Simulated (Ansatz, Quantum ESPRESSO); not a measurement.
# Work-function anisotropy of Ag, part 4 of 6

Wanted: work functions of Ag face by face, under two functionals.

Quantum ESPRESSO 7.5; plane-wave DFT, PBE, GBRV ultrasoft pseudopotentials; geometry and cross-check by Ansatz 0.2.0 with PAW datasets.

So far. Step 7 (Geometry from Ansatz of (100)): The relaxation lowers the energy by 3 meV an atom. Held were the atoms numbered 3; the forces quoted are those on the free ones. Step 11 (Electrostatic potential of (100)): On (100) the work function under PBEsol lies +0.13 eV from PBE's.

### Step 12. Geometry from Ansatz of (110)

Level of this step: plane-wave DFT, PBE, Ansatz PAW (Ansatz 0.2.0).

System of this step: Ag(110), 7 layers. The cell holds 7 atoms: 7 Ag. Its edges and angles: a = 4.090 Å, b = 2.892 Å, c = 24.676 Å, α = 90.0°, β = 90.0°, γ = 90.0°. It derives from Ag. Vacuum lies along c.

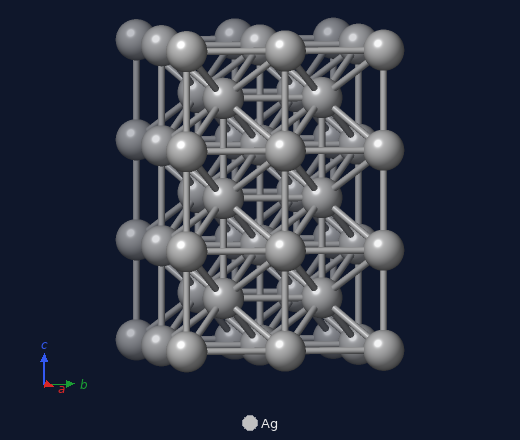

The cell of this step (silver light grey). 2×2×1 cells are drawn. Some periodic images of atoms are drawn too.

File input.yaml:

```yaml
crystal:
  lattice:
    - [4.09, 0.0, 0.0]
    - [0.0, 2.8920667351, 0.0]
    - [0.0, 0.0, 24.6762002052]
  atoms:
    - { symbol: Ag, position: [0.0, 0.0, 0.3241990231] }
    - { symbol: Ag, position: [0.5, 0.5, 0.3827993487] }
    - { symbol: Ag, position: [0.0, 0.0, 0.4413996744] }
    - { symbol: Ag, position: [0.5, 0.5, 0.5] }
    - { symbol: Ag, position: [0.0, 0.0, 0.5586003256] }
    - { symbol: Ag, position: [0.5, 0.5, 0.6172006513] }
    - { symbol: Ag, position: [0.0, 0.0, 0.6758009769] }
kpoints:
  mp_grid: { grid: [8, 10, 1] }
hamiltonian:
  xc: pbe
scf:
  occupations: { method: fermi_dirac, width: 0.1 }
  convergence: { dr2_threshold: 1.0e-08 }
efield:
  axis: 3
  dipole_correction: true
  ramp_position: 0.97
  ramp_width: 0.04
relax:
  f_tol: 0.01
  constraints: [{ sites: [2, 3, 4] }]
output:
  write_potential: true
  write_density: true
  volumetric_format: npy
```

Started as:

```sh
$ ansatz run input.yaml --threads 4 --pin off --max-ram 8192MiB --backend cpu --events-out ev --progress --plain --runs-dir out
```

Numbers of over 12 decimals in the logs are rounded to 6 here.

What it wrote:

```text
[...]
Crystal: 7 atoms, lattice volume = 291.884 Å³
Basis set: ecut = 420 eV, 5687 PW (Γ), exchange–correlation on 60×40×360 points (8 copies of the dense FFT grid, shifted against one another)
Bands: 80, of which v1, the nominal top of the filled ones, is band 67 counted from 1 (66 counted from 0)
Symmetry: 4 space group operations
k-points: 30 of 80
[...]
SCF iter   1: F=—  HF=-53132.524898 eV  |F-HF|=—  |Δ(HF+E_count)|=         —  Δρ=1.03e-3  dr2=2.86e-3  ethr=1.77e-3  p=0.000 e·Å  D=1.47e-4 V/Å  ΔV_dip=-0.00 eV  dr2_dipole=4.45e-6  V_vac-E_F(+/−)=4.11/4.11 eV  ⟨swp⟩=7.1  Hψ=9594  notcnv=0  defer=48
[...]
SCF iter   8: F=-53132.531997 eV  HF=-53132.531997 eV  |F-HF|=6.40e-10  |Δ(HF+E_count)|=   1.38e-8  Δρ=6.33e-7  dr2=1.17e-9  ethr=7.52e-12  p=0.000 e·Å  D=3.17e-7 V/Å  ΔV_dip=-0.00 eV  dr2_dipole=3.82e-14  V_vac-E_F(+/−)=4.15/4.15 eV  ⟨swp⟩=8.5  Hψ=14027  notcnv=0
SCF 1 converged in 8 iterations: F = -53132.531997 eV  dr2 = 1.17e-9
[...]
relax step   1: F+E_penalty+E_count = -53132.53199676 eV  Δ(F+E_penalty+E_count) = +0.000e0 eV  max|allowed force component| = 3.286e-1 eV/Å  Δτ_max = 0.0000 Å  (8 SCF iters, accepted)
[...]
SCF iter   8: F=-53132.557405 eV  HF=-53132.557405 eV  |F-HF|=9.46e-9  |Δ(HF+E_count)|=   2.61e-8  Δρ=1.05e-6  dr2=3.33e-9  ethr=7.52e-12  p=0.000 e·Å  D=1.81e-7 V/Å  ΔV_dip=-0.00 eV  dr2_dipole=3.97e-13  V_vac-E_F(+/−)=4.16/4.16 eV  ⟨swp⟩=8.8  Hψ=14305  notcnv=0
SCF 2 converged in 8 iterations: F = -53132.557405 eV  dr2 = 3.33e-9
relax step   2: F+E_penalty+E_count = -53132.55740462 eV  Δ(F+E_penalty+E_count) = -2.541e-2 eV  max|allowed force component| = 7.162e-2 eV/Å  Δτ_max = 0.1205 Å  (8 SCF iters, accepted)
SCF iter   1: F=—  HF=-53132.560280 eV  |F-HF|=—  |Δ(HF+E_count)|=         —  Δρ=7.77e-4  dr2=1.60e-3  ethr=1.09e-5  p=0.000 e·Å  D=2.29e-7 V/Å  ΔV_dip=-0.00 eV  dr2_dipole=1.05e-11  V_vac-E_F(+/−)=4.16/4.16 eV  ⟨swp⟩=3.3  Hψ=5867  notcnv=0  defer=134
[...]
SCF iter   7: F=-53132.559837 eV  HF=-53132.559837 eV  |F-HF|=3.78e-9  |Δ(HF+E_count)|=   2.47e-8  Δρ=1.12e-6  dr2=3.81e-9  ethr=7.52e-12  p=0.000 e·Å  D=1.62e-7 V/Å  ΔV_dip=-0.00 eV  dr2_dipole=6.18e-15  V_vac-E_F(+/−)=4.16/4.16 eV  ⟨swp⟩=8.7  Hψ=14673  notcnv=0
SCF 3 converged in 7 iterations: F = -53132.559837 eV  dr2 = 3.81e-9
relax step   3: F+E_penalty+E_count = -53132.55983675 eV  Δ(F+E_penalty+E_count) = -2.432e-3 eV  max|allowed force component| = 4.959e-3 eV/Å  Δτ_max = 0.0302 Å  (7 SCF iters, accepted)
[...]
SCF converged after 7 iterations
Free energy (F): -53132.559837 eV
[...]
Internal energy: -53132.484856 eV  (E = F + TS)
E sigma→0 (E₀):  -53132.522347 eV
Entropy (-TS):   -0.074980 eV (-10.711 meV/atom)
Fermi energy:    4.652537 eV
Dipole field:    D = 0.000000 V/Å  (p = 0.000000 e·Å, saw-weighted, corrected)
Work function:   Φ+ = 4.1568 eV   Φ− = 4.1568 eV
[...]
--- Forces (eV/Å), atoms counted from 1 ---
  atom   1  Ag     0.00000000     0.00000000     0.00178920
  atom   2  Ag    -0.00000000     0.00000000    -0.00495865
  atom   3  Ag    -0.00000000     0.00000000    -0.13914670
  atom   4  Ag     0.00000000     0.00000000     0.00000009
  atom   5  Ag     0.00000000     0.00000000     0.13914681
  atom   6  Ag     0.00000000     0.00000000     0.00495853
  atom   7  Ag    -0.00000000     0.00000000    -0.00178927
  max |Σ_I F_I| component: 2.46e-8 eV/Å
--- Band table (eV; the first three rows and the last of 30) ---
  k-point 0: bands = [... 63 lower, 1.8035, 1.8706, 1.9025, 3.2757, 5.0248, 6.9733, 7.0296, 8.3722, ... 9 higher]
  k-point 1: bands = [... 63 lower, 1.7563, 1.8890, 1.9130, 3.4288, 5.2332, 7.2344, 7.4349, 8.5597, ... 9 higher]
  k-point 2: bands = [... 63 lower, 1.8538, 1.8837, 2.0700, 3.8814, 5.8093, 7.7983, 8.6142, 9.1020, ... 9 higher]
  k-point 29: bands = [... 63 lower, 4.9335, 5.0323, 6.3762, 6.5796, 8.1222, 8.3264, 8.3863, 8.4984, ... 9 higher]
--- Relaxed structure (3 steps of the walk, 3 accepted, 0 SCFs on fresh bases) ---
  F+E_penalty+E_count = -53132.55983675 eV   max|allowed force component| = 4.959e-3 eV/Å
  atoms:
    - { symbol: Ag, position: [-8.219426307863035e-19, 0.0, 0.323381] }
    - { symbol: Ag, position: [0.5, 0.5, 0.379141] }
    - { symbol: Ag, position: [0.0, 0.0, 0.441400] }
    - { symbol: Ag, position: [0.5, 0.5, 0.500000] }
    - { symbol: Ag, position: [0.0, 0.0, 0.558600] }
    - { symbol: Ag, position: [0.5, 0.5, 0.620859] }
    - { symbol: Ag, position: [8.219447153089908e-19, 0.0, 0.676619] }
```

Elapsed: 45 s, on 4 threads of Arm Neoverse V2, shared host; peak memory 1 GiB; 3 min of CPU time.

Step by step:

| step | energy less that of the first step (eV) | largest force component (eV/Å) |
| --- | --- | --- |
| 1 | 0.0000 | 0.3286 |
| 2 | -0.0254 | 0.0716 |
| 3 | -0.0278 | 0.0050 |

Forces are held to the 4 operations that the run works with; a distortion that breaks them can't arise in this run.

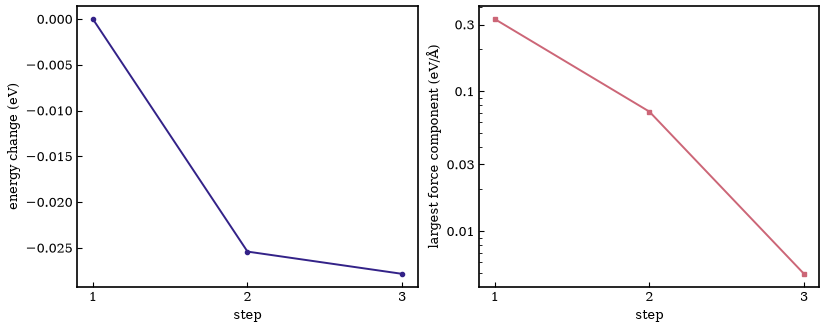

Energy and largest force along the relaxation.

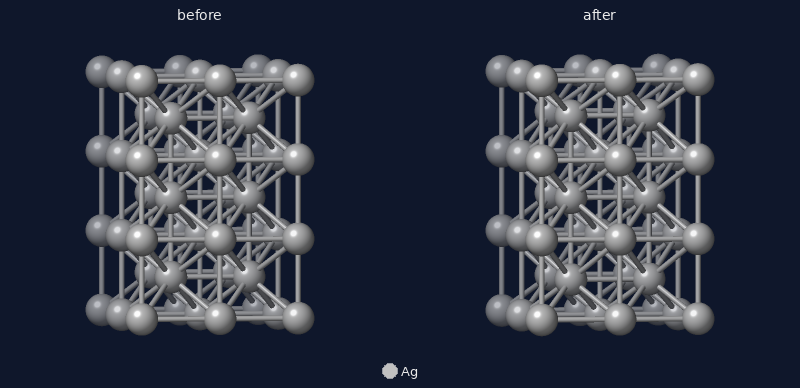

The structure before and after the relaxation, drawn at the same scale.

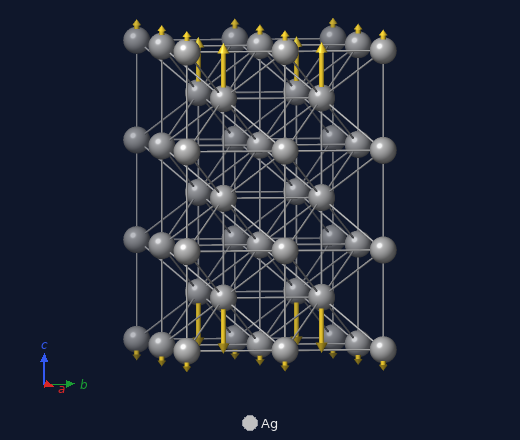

Displacements in the relaxation, exaggerated; the longest in the cell stands for 0.09 Å. 2×2×1 cells are drawn. Some periodic images of atoms are drawn too.

The atoms that moved most (Å):

| atom | dx | dy | dz | length |
| --- | --- | --- | --- | --- |
| Ag6 | 0.000 | 0.000 | 0.090 | 0.090 |
| Ag2 | 0.000 | 0.000 | -0.090 | 0.090 |
| Ag7 | 0.000 | 0.000 | 0.020 | 0.020 |
| Ag1 | 0.000 | 0.000 | -0.020 | 0.020 |

The relaxation lowers the energy by 4 meV an atom. Held were the atoms numbered 3, 4 and 5; the forces quoted are those on the free ones.

This step gave:

| Quantity | Value |
| --- | --- |
| free energy | -53132.5598 eV |
| energy at zero smearing | -53132.5223 eV |
| smearing term TS | 0.07498 eV |
| Fermi energy | 4.653 eV |
| symmetry operations | 4 |
| work function of the upper face | 4.157 eV |
| work function of the lower face | 4.157 eV |
| dipole along the normal | 1.20e-7 e·Å |

[end of part 4 of 6]

[Logs are printed without paths, hosts, clocks, repeated set-up lines and the standing remarks that a program may print on its own settings, such as how far it seeks lower states.]

[Hosts, paths, dates, database ids (printed as entryN), source tags and the programs' standing remarks are cut or masked in the printed files.]

[Maps of the electrostatic potential energy from Ansatz leave out the sawtooth potential of an applied field or a dipole correction, so their vacuum need not be flat; planar profiles and work functions include it.]
